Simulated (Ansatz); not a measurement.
A series of calculations on CH6Si and related structures

**1. Relaxation**

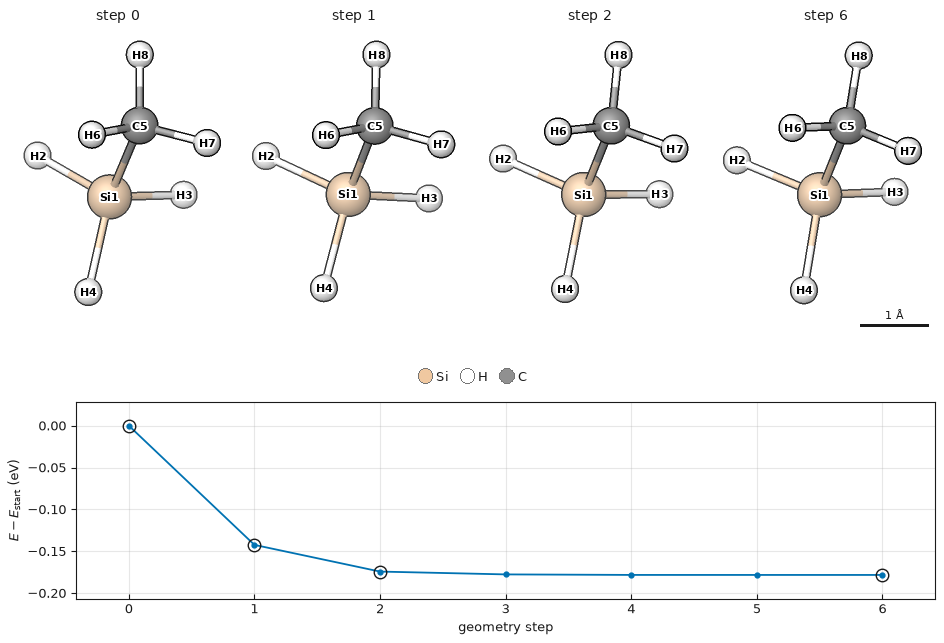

Frames of a relaxation of CH6Si, marked on the history of the run. Style: ball-and-stick. Shown from a free direction.

It is one of the separated products of a reaction.

Method: RKS PBE0-D4/def2-TZVP (Ansatz). Set-up: force threshold 0.005 eV/Å; at most 200 steps.

What happens along the run?

Answer. Over 6 geometry steps the energy falls by 0.178 eV. Largest force component: 1.3 eV/Å at the start, 0.0014 eV/Å at the end. The largest move after the best rigid fit is that of H2, 0.27 Å. Largest moves by element: H 0.27 Å, Si 0.09 Å, C 0.03 Å. Among the contacts that change: Si1–H2 1.569 → 1.488 Å, Si1–C5 1.860 → 1.871 Å, Si1–H4 1.480 → 1.488 Å. Bond angles that change, for instance: H2–Si1–H3 94.5° → 108.2°, H4–Si1–C5 115.8° → 110.7°, H2–Si1–C5 115.2° → 110.7°. Cost: 4.3 s on 4 threads of Arm Neoverse V2 (shared host). From step 0 to 1: H2 moves most (0.20 Å), energy −0.142 eV. From step 1 to 2: H3 moves most (0.11 Å), energy −0.032 eV. From step 2 to 6: H atoms move most (0.06 Å), energy −0.004 eV.

```tsv
step	E − E(0), eV	largest force component, eV/Å
0	0.0000	1.3238
1	-0.1424	0.6291
2	-0.1743	0.1257
3	-0.1777	0.1209
4	-0.1783	0.0215
5	-0.1783	0.0165
6	-0.1783	0.0014
```

**2. Relaxation**

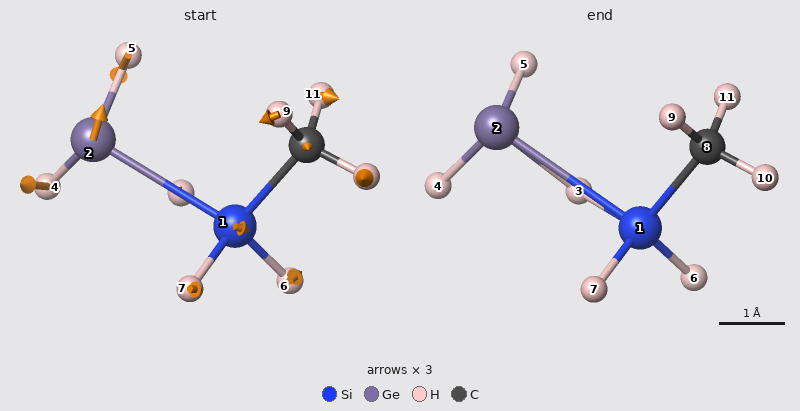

The structure of CH$_{8}$GeSi (started from a transition state, displaced along its imaginary mode) before (left) and after (right) a relaxation, at one scale. The orange arrows give the displacements, 3 times their true length.

A ball-and-stick model, seen at a tilt.

Theory: RKS PBE0-D4/def2-TZVP (Ansatz 0.2.0). Set-up: force threshold 0.005 eV/Å; at most 200 steps.

### What changed between the two?

The atom that moves furthest after the best rigid fit is H5 (0.32 Å). By element the largest moves are H 0.32 Å, Ge 0.20 Å, Si 0.10 Å, C 0.04 Å. Some distances before and after: Si1–Ge2 2.606 → 2.738 Å, Ge2–H5 1.656 → 1.584 Å, Ge2–H4 1.520 → 1.581 Å, Si1–H3 1.508 → 1.569 Å. Bond angles that change, for instance: Ge2–Si1–C8 102.0° → 96.3°, H3–Ge2–H5 83.0° → 78.2°, H4–Ge2–H5 99.1° → 94.7°. After 14 accepted moves (15 points after the start) the energy has fallen by 16.3 kJ/mol. Largest force component: 1.6 eV/Å at the start, 0.0044 eV/Å at the end. The line search rejected the trial step at point 3 of the run. The run took 37 s on 4 threads of Arm Neoverse V2, with other jobs on the host.

**3. Reaction**

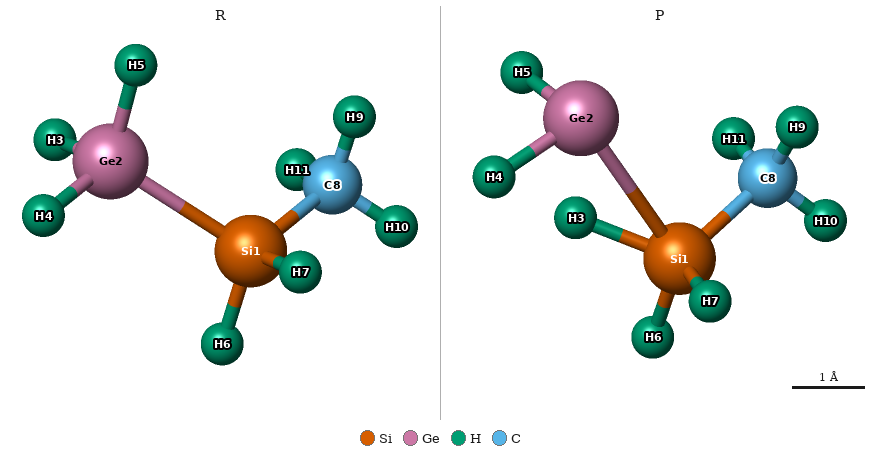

Reactant (R) and product (P) of one elementary step of CH$_{8}$GeSi. A ball-and-stick model, seen at a tilt.

Stationary points at PBE0-D4/def2-TZVP, single-point energies with CCSD(T)/CBS, r2SCAN-D4, CAM-B3LYP-D4, SPW92 (LDA), B97M-V, BHLYP-D4 (def2-TZVPP where no basis is named; Ansatz 0.2.0). The energies are electronic, without zero-point or thermal terms, and both ends are the minima reached downhill from the saddle, with any fragments still in contact. CCSD(T)/CBS stands for a frozen-core estimate: MP2 correlation extrapolated from def2-TZVPP and def2-QZVPP, CCSD(T) minus MP2 from the smaller set.

Q: Predict the saddle point between them and the barrier.

A: From R over the saddle to P, a bond forms: Si1–H3 (3.26 → 1.81 → 1.57 Å). A bond breaks: Ge2–H3 (1.54 → 1.71 → 1.84 Å). Bonds that stay but change much: Si1–Ge2 (2.38 → 2.43 → 2.74 Å). The saddle has one imaginary mode, 426i cm⁻¹. With CCSD(T)/CBS the barrier is 1.58 eV from R and 0.14 eV from P, and P lies 1.45 eV above R.

```
       level  barrier from R (eV)  barrier from P (eV)  P less R (eV)
 CCSD(T)/CBS                 1.58                 0.14           1.45
   r2SCAN-D4                 1.51                 0.07           1.45
CAM-B3LYP-D4                 1.70                 0.23           1.46
 SPW92 (LDA)                 1.33                 0.00           1.33
      B97M-V                 1.59                 0.07           1.51
    BHLYP-D4                 1.77                 0.28           1.49
```

Against CCSD(T)/CBS, B97M-V comes closest on the barrier from R (+0.00 eV) and SPW92 (LDA) misses most (−0.25 eV).

The saddle point in the same view, with dashed sticks for the bonds that form or break:

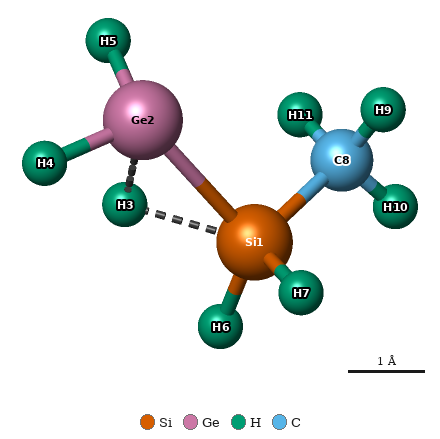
